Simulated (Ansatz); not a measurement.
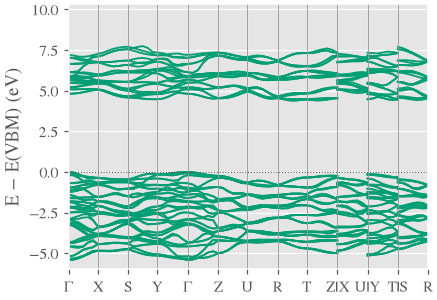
*Band structure from plane-wave PAW PBE with spin–orbit coupling (Ansatz code)*

The gap is 4.31 eV; an edge lies off the plotted path or next to a special point (maximum on the Y–Γ line, 96 % of the way from Y, minimum off the standard path).

The material is HfO₂ in space group Pca2_1 (No. 29; Hf on 4a, O on 4a, O on 4a).

Symmetry was held in the PBE relaxation. The run is not spin-polarised.

Potentials: the earlier of the program's two PAW sets.
